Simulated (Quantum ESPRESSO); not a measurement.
# Canted and collinear textures of CrO2, part 2 of 2

Wanted: energies and final angles of several spin textures of CrO2

Quantum ESPRESSO 7.5; LDA; plane waves with GBRV 1.5 LDA potentials, no spin-orbit coupling.

So far, absolute magnetization (μB): step 2 (start 1: collinear parallel) 4.43; step 3 (start 2: two sublattices 90 degrees apart) 4.43; step 4 (start 3: random 1) 3.63.

**5. Start 4: random 2**

Input file pw.in:

```
&CONTROL
  calculation = 'scf'
  prefix = 'pwscf'
  outdir = './tmp'
  pseudo_dir = './pseudo'
  disk_io = 'nowf'
/
&SYSTEM
  ibrav = 0
  nat = 6
  ntyp = 3
  ecutwfc = 34
  ecutrho = 238
  nbnd = 72
  occupations = 'smearing'
  smearing = 'fd'
  degauss = 0.00734986
  noncolin = .true.
  starting_magnetization(1) = 0.2142
  angle1(1) = 87.19
  angle2(1) = 18.272
  starting_magnetization(2) = 0.2144
  angle1(2) = 132.43
  angle2(2) = 85.339
  starting_magnetization(3) = 0
  nosym = .true.
/
&ELECTRONS
  conv_thr = 6d-08
  electron_maxstep = 150
  mixing_beta = 0.3
/
ATOMIC_SPECIES
Cr1    51.9961 cr_lda_v1.5.uspp.F.UPF
Cr2    51.9961 cr_lda_v1.5.uspp.F.UPF
O      15.9990 o_lda_v1.2.uspp.F.UPF
CELL_PARAMETERS angstrom
   4.4210000000    0.0000000000    0.0000000000
   0.0000000000    4.4210000000    0.0000000000
   0.0000000000    0.0000000000    2.9170000000
ATOMIC_POSITIONS crystal
Cr1     0.0000000000    0.0000000000    0.0000000000
Cr2     0.5000000000    0.5000000000    0.5000000000
O       0.3010000000    0.3010000000    0.0000000000
O       0.1990000000    0.8010000000    0.5000000000
O       0.6990000000    0.6990000000    0.0000000000
O       0.8010000000    0.1990000000    0.5000000000
K_POINTS automatic
3 3 5 0 0 0
```

Started as:

```sh
OMP_NUM_THREADS=1 mpirun -n 4 pw.x -nk 4 -in pw.in > pw.out
```

The program printed:

```text
     [... lines left out ...]
Program PWSCF v.7.5 starts
     [... lines left out ...]
     number of atoms/cell      =            6
     [... lines left out ...]
     number of electrons       =        52.00
     number of Kohn-Sham states=           72
     kinetic-energy cutoff     =      34.0000  Ry
     charge density cutoff     =     238.0000  Ry
     scf convergence threshold =      6.0E-08
     [... lines left out ...]
     Noncollinear calculation without spin-orbit
     [... lines left out ...]
     No symmetry found
     [... lines left out ...]
     number of k points=    45  Fermi-Dirac smearing, width (Ry)=  0.0073
     [... lines left out ...]
     iteration # 21     ecut=    34.00 Ry     beta= 0.30
     [... lines left out ...]
     atom number    1 relative position :    0.0000   0.0000   0.0000
     [... lines left out ...]
     magnetization :          1.076750    1.119532   -0.667757
     [... lines left out ...]
     atom number    2 relative position :    0.5000   0.5000   0.3299
     [... lines left out ...]
     magnetization :          1.075826    1.119744   -0.668293
     [... lines left out ...]
     atom number    3 relative position :    0.3010   0.3010   0.0000
     [... lines left out ...]
     magnetization :         -0.028535   -0.029690    0.017716
     [... lines left out ...]
     atom number    4 relative position :    0.1990   0.8010   0.3299
     [... lines left out ...]
     magnetization :         -0.028536   -0.029682    0.017709
     [... lines left out ...]
     atom number    5 relative position :    0.6990   0.6990   0.0000
     [... lines left out ...]
     magnetization :         -0.028535   -0.029691    0.017717
     [... lines left out ...]
     atom number    6 relative position :    0.8010   0.1990   0.3299
     [... lines left out ...]
     magnetization :         -0.028540   -0.029686    0.017711
     [... lines left out ...]
     the Fermi energy is    10.4964 ev
!    total energy              =    -480.38322638 Ry
     estimated scf accuracy    <       0.00000002 Ry
     smearing contrib. (-TS)   =      -0.00561763 Ry
     [... lines left out ...]
     total magnetization       =     2.54     2.65    -1.58 Bohr mag/cell
     absolute magnetization    =     4.43 Bohr mag/cell
     convergence has been achieved in  21 iterations
```

Run time: 80 s. Hardware: 4 MPI ranks of Arm Neoverse V1, shared host; peak memory 0.49 GiB; 5.3 min of CPU time.

Spin moment in the atom's sphere by atom:

```
atom  x (μB)  y (μB)  z (μB)  size
 Cr1    1.08    1.12   -0.67  1.69
 Cr2    1.08    1.12   -0.67  1.69
  O3   -0.03   -0.03    0.02  0.04
  O4   -0.03   -0.03    0.02  0.04
  O5   -0.03   -0.03    0.02  0.04
  O6   -0.03   -0.03    0.02  0.04
```

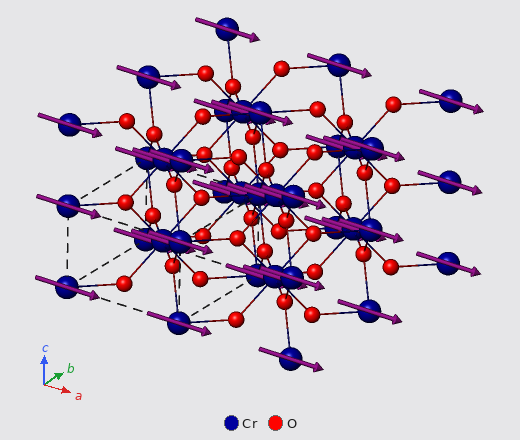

Spin moment in the atom's sphere as arrows, the longest 1.69 μB. 2×2×2 cells are drawn. Some periodic images of atoms are drawn too.

Read from the output:

```
smearing term TS       : 0.07643 eV
magnetization          : 2.544, 2.647, -1.579 μB
absolute magnetization : 4.428 μB
final state            : ferromagnetic
```

**6. A faulty input**

As a test, an input with a fault in it is run.

Input file pw.in:

```
&CONTROL
  calculation = 'scf'
  prefix = 'pwscf'
  outdir = './tmp'
  pseudo_dir = './pseudo'
  disk_io = 'nowf'
/
&SYSTEM
  ibrav = 0
  nat = 6
  ntyp = 3
  ecutwfc = 34
  ecutrho = 238
  nbnd = 39
  occupations = 'smearing'
  smearing = 'fd'
  degauss = 0.00734986
  nspin = 2
  starting_magnetization(1) = 0.2143
  starting_magnetization(2) = 0
/
&ELECTRONS
  conv_thr = 6d-08
  electron_maxstep = 60
  mixing_beta = 0.3
/
ATOMIC_SPECIES
Cr     51.9961 cr_lda_v1.5.uspp.F.UPF
O      15.9990 o_lda_v1.2.uspp.F.UPF
CELL_PARAMETERS angstrom
   4.4210000000    0.0000000000    0.0000000000
   0.0000000000    4.4210000000    0.0000000000
   0.0000000000    0.0000000000    2.9170000000
ATOMIC_POSITIONS crystal
Cr      0.0000000000    0.0000000000    0.0000000000
Cr      0.5000000000    0.5000000000    0.5000000000
O       0.3010000000    0.3010000000    0.0000000000
O       0.1990000000    0.8010000000    0.5000000000
O       0.6990000000    0.6990000000    0.0000000000
O       0.8010000000    0.1990000000    0.5000000000
K_POINTS automatic
3 3 5 0 0 0
```

The program printed:

```text
     [... lines left out ...]
Program PWSCF v.7.5 starts
     Error in routine  card_atomic_species (5010):
     cannot read atomic specie from: CELL_PARAMETERS angstrom
 %%%%%%%%%%%%%%%%%%%%%%%%%%%%%%%%%%%%%%%%%%%%%%%%%%%%%%%%%%%%%%%%%%%%%%%%%%%%%%
     stopping ...
```

It took 0.49 s on 4 MPI ranks; peak memory 0.05 GiB.

The input was rejected at the start.

The program's message: “card_atomic_species (5010): cannot read atomic specie from: CELL_PARAMETERS angstrom”

The fault put into the input: a wrong number of types.

**7. Ranking**

Textures, by row:

```csv
start,final state,energy over the lowest (meV a seeded atom),smallest moment (μB),largest moment (μB),net moment (μB a cell),angles to the first moment (degrees)
collinear parallel,ferromagnetic,0.02069,1.69,1.69,3.996,0
two sublattices 90 degrees apart,ferromagnetic,0,1.69,1.691,3.996,0
random 1,antiferromagnetic,123.4,1.419,1.42,0.007482,180
random 2,ferromagnetic,0,1.691,1.691,3.996,0
```

**8. Outcome**

```
lowest start    : collinear parallel, two sublattices 90 degrees apart and random 2
its final state : ferromagnetic
its moments     : 1.69 μB
its net moment  : 4.00 μB a cell
```

**Reading.** No finished start ends non-collinear. The mesh is coarse, so differences of some ten meV can be noise where moments are itinerant. Without spin–orbit coupling only the angles between moments matter. The cell holds only so many moments, so longer spirals cannot form in it. Energies are free energies at an electronic temperature of 1160 K, which lowers moments and differences where the moments are itinerant. No Hubbard term acts here. In such compounds local and semilocal functionals without one often delocalise the d electrons, and can shrink or lose moments and miss the size, sign and order of the couplings. The cutoff lies under the 40 Ry that these files are usually run at. The smearing term is large for its width, so states at the Fermi level are partly filled: at this level the cell is a metal or has a gap of a few widths at most.

[Logs and program files are shortened in this print: banners, set-up blocks, solver, clock and traceback lines can be left out without a mark of their own.]

[Logs are printed without paths, hosts, clocks, repeated set-up lines and the standing remarks that a program may print on its own settings, such as how far it seeks lower states.]

[Hosts, paths, dates, database ids (printed as entryN), source tags and the programs' standing remarks are cut or masked in the printed files.]

[Where a cell is said to come from a database of computed structures, the database is the Materials Project.]
